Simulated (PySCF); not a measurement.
| atom | x (Å) | y (Å) | z (Å) |
| --- | --- | --- | --- |
| C | 2.4921 | -0.4138 | -0.0478 |
| C | 0.9967 | -0.2990 | -0.0187 |
| C | 0.2156 | -1.2169 | -0.5924 |
| Si | -1.6595 | -1.1969 | -0.6458 |
| C | -2.2852 | 0.4958 | -0.1116 |
| C | -1.5322 | 1.4259 | 0.4709 |
| Si | 0.2872 | 1.2055 | 0.8802 |
| Cl | 1.2885 | 2.8724 | 0.2828 |
| H | 2.9205 | 0.4362 | -0.5782 |
| H | 2.8919 | -0.3994 | 0.9658 |
| H | 2.8109 | -1.3306 | -0.5411 |
| H | 0.6974 | -2.0598 | -1.0816 |
| H | -2.2001 | -2.2192 | 0.2648 |
| H | -2.1176 | -1.4651 | -2.0181 |
| H | -3.3302 | 0.7164 | -0.3053 |
| H | -1.9775 | 2.3802 | 0.7368 |
| H | 0.4946 | 1.0804 | 2.3295 |

Geometry: GFN2-xTB.

Computed with PySCF, PBE0/pcSseg-1, SCF density, gas phase, non-relativistic.

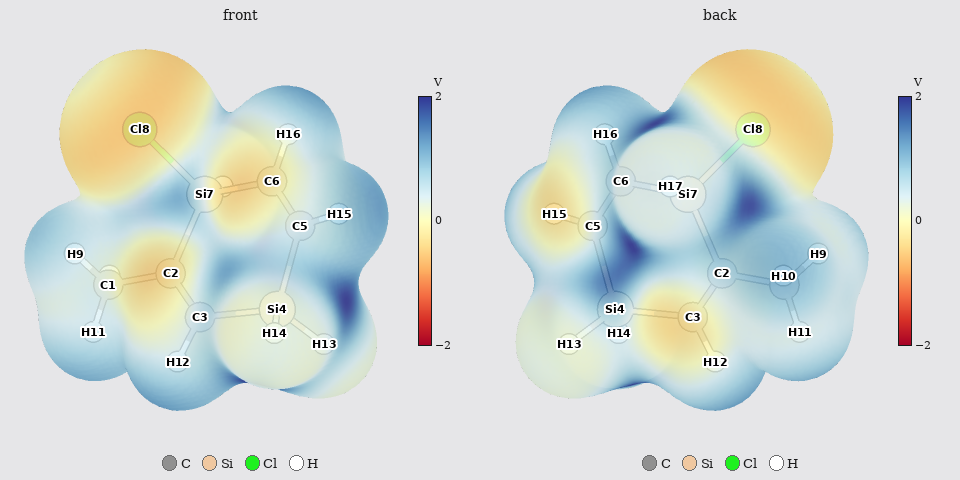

C$_{5}$H$_{9}$ClSi$_{2}$. The molecular electrostatic potential painted on the density surface at 0.004 e/bohr³, seen from the front and from behind; red is negative and blue positive.

Question: Describe the electrostatic potential map.

Answer: The most negative region (about −0.6 V, or −14 kcal/mol for a unit charge) lies over Cl8, the most positive (about +1.9 V, or +44 kcal/mol for a unit charge) over Si4 and Si7.
